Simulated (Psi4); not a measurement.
# SnH3OF (SMILES [OH][SnH2][F]): HSE06/def2-SVPD (core potential)

What is the vertical singlet–triplet gap of SnH3OF at HSE06/def2-SVPD (core potential)? 

The calculation is run with Psi4 1.11.

## 1. The system as given

SnH3OF: 6 atoms, total charge 0, spin state singlet. SMILES: `[OH][SnH2][F]`. The shape is that of a PBE0-D4/def2-TZVP optimisation. This is one conformer, not always the lowest.

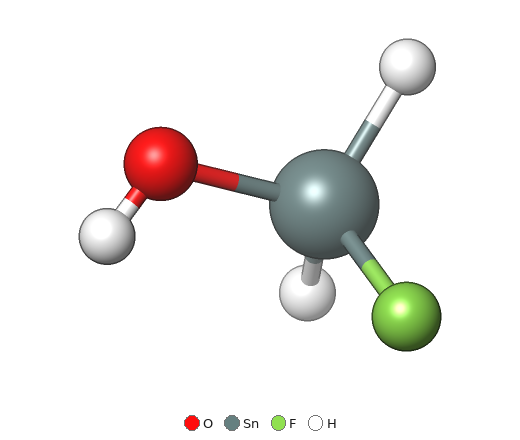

The structure, seen from a chosen angle (oxygen red, tin teal, fluorine green, hydrogen white).

## 2. Energy and forces at HSE06/def2-SVPD (core potential)

File job.json:

```json
{
  "schema_name": "qcschema_input",
  "schema_version": 1,
  "molecule": {
    "schema_name": "qcschema_molecule",
    "schema_version": 2,
    "symbols": ["O", "Sn", "F", "H", "H", "H"],
    "geometry": [-2.67282863, -0.6292788, -0.8031336, 0.57126421, 0.48358092, 0.5361153, 2.66281308, -2.48517883, 0.57088626, -2.58627917, -1.2957852, -2.48820239, 2.07132881, 2.48895828, -1.4779548, 0.03307021, 1.31657219, 3.57517286],
    "molecular_charge": 0,
    "molecular_multiplicity": 1,
    "fix_symmetry": "c1",
    "fix_com": true,
    "fix_orientation": true
  },
  "driver": "gradient",
  "model": {
    "method": "hse06",
    "basis": "def2-SVPD"
  },
  "keywords": {
    "puream": true,
    "e_convergence": 1e-09,
    "d_convergence": 1e-08,
    "scf_type": "pk",
    "dft_radial_points": 99,
    "dft_spherical_points": 590,
    "scf_properties": ["MAYER_INDICES", "QUADRUPOLE", "MULLIKEN_CHARGES"]
  }
}
```

Command:

```console
$ psi4 --qcschema job.json -n 1 --memory 2200MB
```

stdout:

```text
[...]
    !!!  WARNING: ECP capability is in beta. Please check occupations closely.  !!!
[...]
  Running in c1 symmetry.
[...]
  Nuclear repulsion =  145.590402903638193
[...]
  Multiplicity = 1
[...]
  Nalpha       = 21
  Nbeta        = 21
[...]
    Number of basis functions: 102
[...]
   @RKS iter   1:  -390.55230213306447   -1.19126e+00   9.09613e-03 ADIIS/DIIS
[...]
   @RKS iter  11:  -390.90954999531613   -5.11591e-12   7.84027e-09 DIIS
[...]
  @RKS Final Energy:  -390.90954999531613
   => Energetics <=
    Nuclear Repulsion Energy =            145.5904029036381928
    One-Electron Energy =                -911.2720127352395139
    Two-Electron Energy =                 404.3954298861550569
    DFT Exchange-Correlation Energy =     -29.6233700498698198
    Empirical Dispersion Energy =           0.0000000000000000
    VV10 Nonlocal Energy =                  0.0000000000000000
    Total Energy =                       -390.9095499953161266
[...]
 Multipole Moments:
 ------------------------------------------------------------------------------------
     Multipole            Electronic (a.u.)      Nuclear  (a.u.)        Total (a.u.)
 ------------------------------------------------------------------------------------
 L = 1.  Multiply by 2.5417464519 to convert [e a0] to [Debye]
 Dipole X            :        -14.6688048           14.6686211           -0.0001837
 Dipole Y            :         15.2116069          -14.2523144            0.9592926
 Dipole Z            :        -10.3465715           10.1164598           -0.2301117
 Magnitude           :                                                    0.9865058
 L = 2.  Multiply by 1.3450342976 to convert [e a0^2] to [Debye ang]
 Quadrupole XX       :       -170.2522157          139.1271427          -31.1250730
 Quadrupole XY       :         34.0745392          -31.4746581            2.5998810
[...]
  Mulliken Charges: (a.u.)
   Center  Symbol    Alpha    Beta     Spin     Total
       1     O     4.40629  4.40629  0.00000 -0.81258
       2    SN    10.35569 10.35569  0.00000  1.28863
       3     F     4.82719  4.82719  0.00000 -0.65438
       4     H     0.40823  0.40823  0.00000  0.18354
       5     H     0.50331  0.50331  0.00000 -0.00661
       6     H     0.49929  0.49929  0.00000  0.00141
   Total alpha = 21.00000, Total beta = 21.00000, Total charge = -0.00000
  Mayer Bond Indices:
[...]
  -Total Gradient:
     Atom            X                  Y                   Z
    ------   -----------------  -----------------  -----------------
       1        0.012054264160     0.003715004768     0.004074920997
       2       -0.003304075292    -0.016980241636    -0.005326460406
       3       -0.009790638571     0.013644956677    -0.000288229000
       4        0.001453614176     0.001144525278     0.002206639817
       5       -0.000818689529    -0.001109143509     0.001062507523
       6        0.000323110104    -0.000465470980    -0.001811875978
[...]
```

The result, in JSON:

```text
{
 "driver": "gradient",
 "model": {
  "method": "hse06",
  "basis": "def2-SVPD"
 },
 "success": true,
 "return_result": [0.0120542641599799, 0.003715004768013147, 0.004074920996936099, -0.0033040752919778443, -0.016980241635921954, -0.005326460405604613, -0.009790638571209948, 0.013644956676636108, -0.0002882289999581413, 0.0014536141760680774, 0.0011445252777697729, 0.0022066398171621815, -0.0008186895285230006, -0.0011091435088786267, 0.0010625075225625391, 0.0003231101037895895, -0.0004654709800892415, -0.0018118759784102878],
 "properties": {
  "calcinfo_nbasis": 102,
  "calcinfo_nmo": 102,
  "calcinfo_nalpha": 21,
  "calcinfo_nbeta": 21,
  "calcinfo_natom": 6,
  "nuclear_repulsion_energy": 145.5904029036382,
  "return_energy": -390.9095499953161,
  "return_gradient": [0.0120542641599799, 0.003715004768013147, 0.004074920996936099, -0.0033040752919778443, -0.016980241635921954, -0.005326460405604613, -0.009790638571209948, 0.013644956676636108, -0.0002882289999581413, 0.0014536141760680774, 0.0011445252777697729, 0.0022066398171621815, -0.0008186895285230006, -0.0011091435088786267, 0.0010625075225625391, 0.0003231101037895895, -0.0004654709800892415, -0.0018118759784102878],
  "scf_one_electron_energy": -911.2720127352395,
  "scf_two_electron_energy": 404.39542988615506,
  "scf_xc_energy": -29.62337004986982,
  "scf_dipole_moment": [-0.00018369452306821188, 0.9592925642554189, -0.23011172650704026],
  "scf_total_energy": -390.9095499953161,
  "scf_total_gradient": [0.0120542641599799, 0.003715004768013147, 0.004074920996936099, -0.0033040752919778443, -0.016980241635921954, -0.005326460405604613, -0.009790638571209948, 0.013644956676636108, -0.0002882289999581413, 0.0014536141760680774, 0.0011445252777697729, 0.0022066398171621815, -0.0008186895285230006, -0.0011091435088786267, 0.0010625075225625391, 0.0003231101037895895, -0.0004654709800892415, -0.0018118759784102878],
  "scf_iterations": 11
 }
}
```

Run time: 40 s. Hardware: 1 thread of Intel Xeon Platinum 8488C (Sapphire Rapids), shared host; peak memory 0.97 GiB.

## 3. The triplet, same level

File calc.inp:

```
memory 2200 mb

molecule m {
  0 3
  O     -1.414400    -0.333000    -0.425000
  Sn     0.302300     0.255900     0.283700
  F      1.409100    -1.315100     0.302100
  H     -1.368600    -0.685700    -1.316700
  H      1.096100     1.317100    -0.782100
  H      0.017500     0.696700     1.891900
  symmetry c1
  no_reorient
  no_com
}

set reference uks
set puream true
set e_convergence 1e-09
set d_convergence 1e-08
set scf_type pk
set dft_radial_points 99
set dft_spherical_points 590
set maxiter 100

e_tot, wfn = gradient('hse06/def2-SVPD', return_wfn=True)
```

Command:

```console
$ psi4 -n 1 calc.inp calc.out
```

calc.out, cut to the lines that bear on the results:

```text
[...]
    !!!  WARNING: ECP capability is in beta. Please check occupations closely.  !!!
[...]
  Running in c1 symmetry.
[...]
  Nuclear repulsion =  145.590402924990826
[...]
  Multiplicity = 3
[...]
  Nalpha       = 22
  Nbeta        = 20
[...]
    Number of basis functions: 102
[...]
   @UKS iter   1:  -390.23240704911785   -8.48680e-01   9.65241e-03 ADIIS/DIIS
[...]
   @UKS iter  23:  -390.68172131406760    4.26326e-12   6.62331e-09 DIIS
[...]
   @S^2 Observed:                2.011413382E+00
[...]
  @UKS Final Energy:  -390.68172131406760
   => Energetics <=
    Nuclear Repulsion Energy =            145.5904029249908262
    One-Electron Energy =                -910.2977068573839006
    Two-Electron Energy =                 403.6008189140871423
    DFT Exchange-Correlation Energy =     -29.5752362957616626
    Empirical Dispersion Energy =           0.0000000000000000
    VV10 Nonlocal Energy =                  0.0000000000000000
    Total Energy =                       -390.6817213140676017
[...]
 Multipole Moments:
 ------------------------------------------------------------------------------------
     Multipole            Electronic (a.u.)      Nuclear  (a.u.)        Total (a.u.)
 ------------------------------------------------------------------------------------
 L = 1.  Multiply by 2.5417464519 to convert [e a0] to [Debye]
 Dipole X            :        -15.2117910           14.6686211           -0.5431699
 Dipole Y            :         14.9768200          -14.2523144            0.7245056
 Dipole Z            :        -10.3218025           10.1164598           -0.2053427
 Magnitude           :                                                    0.9284974
[...]
  -Total Gradient:
     Atom            X                  Y                   Z
    ------   -----------------  -----------------  -----------------
       1        0.097518785084     0.010495076651     0.007120925643
       2       -0.045307511092    -0.018253326298    -0.029258345169
       3       -0.022126291694     0.019752422105    -0.003405021592
       4        0.001875846277     0.023127478434     0.034942854878
       5       -0.023082220825    -0.026180025802     0.008615194144
       6       -0.008982182311    -0.008995200360    -0.018086183726
[...]
```

It took 85 s on 1 thread of Intel Xeon Platinum 8488C (Sapphire Rapids), shared host; peak memory 0.98 GiB.

## 4. What came out

Level: HSE06/def2-SVPD (core potential).

| quantity | value |
| --- | --- |
| singlet: total energy | -390.90955 Eh |
| singlet: dipole moment | 2.51 D |
| singlet: HOMO energy | -8.68 eV |
| singlet: LUMO energy | -1.11 eV |
| singlet: HOMO–LUMO gap | 7.57 eV |
| singlet: largest force on an atom | 0.931 eV/Å |
| triplet: total energy | -390.68172 Eh |
| triplet: dipole moment | 2.36 D |
| triplet: HOMO energy (highest over α and β) | -2.86 eV |
| triplet: ⟨S²⟩ | 2.011 |
| triplet: largest force on an atom | 5.057 eV/Å |
| vertical energy of the triplet above the singlet | 6.200 eV |

**Reading.** At this shape the triplet lies 6.20 eV (598 kJ/mol) above the singlet. The largest force (singlet) is 0.93 eV/Å: the shape isn't a stationary point for this species at this level. Mulliken charges (singlet) run from -0.81 on O1 to +1.29 on Sn2; in a basis this large or diffuse they mean little.
